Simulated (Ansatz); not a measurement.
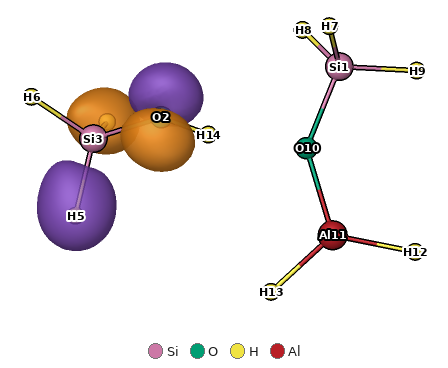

The picture shows: AlH₅OSi···H₄OSi. One frontier orbital at ±0.2 Å⁻³ᐟ² (orange and purple are the two phases), seen across its widest extent.

All numbers below come from Ansatz 0.2.0, RKS BHLYP/6-31G*.

```json
{"atom": "Si", "x (Å)": "0.2141", "y (Å)": "-0.5720", "z (Å)": "-0.8768"}
{"atom": "O", "x (Å)": "-0.0859", "y (Å)": "-0.1046", "z (Å)": "2.6104"}
{"atom": "Si", "x (Å)": "-1.3757", "y (Å)": "-0.1040", "z (Å)": "3.6269"}
{"atom": "H", "x (Å)": "-2.6660", "y (Å)": "-0.0793", "z (Å)": "2.8956"}
{"atom": "H", "x (Å)": "-1.3985", "y (Å)": "-1.2933", "z (Å)": "4.5122"}
{"atom": "H", "x (Å)": "-1.2691", "y (Å)": "1.1057", "z (Å)": "4.4626"}
{"atom": "H", "x (Å)": "1.3544", "y (Å)": "0.3384", "z (Å)": "-0.6757"}
{"atom": "H", "x (Å)": "-1.0453", "y (Å)": "0.1907", "z (Å)": "-0.8376"}
{"atom": "H", "x (Å)": "0.3443", "y (Å)": "-1.2201", "z (Å)": "-2.1987"}
{"atom": "O", "x (Å)": "0.1939", "y (Å)": "-1.7229", "z (Å)": "0.3089"}
{"atom": "Al", "x (Å)": "0.5241", "y (Å)": "-3.3811", "z (Å)": "0.5739"}
{"atom": "H", "x (Å)": "1.0047", "y (Å)": "-4.2431", "z (Å)": "-0.6496"}
{"atom": "H", "x (Å)": "0.3034", "y (Å)": "-3.9039", "z (Å)": "2.0349"}
{"atom": "H", "x (Å)": "-0.0481", "y (Å)": "-0.7597", "z (Å)": "1.9042"}
```

Question: Which orbital is it: HOMO or LUMO?

Answer: The HOMO, at −9.59 eV. By Hirshfeld shares it lies mainly on O2 (about 40 %), Si3 (about 20 %), H5 (about 20 %) and H4 (about 15 %).
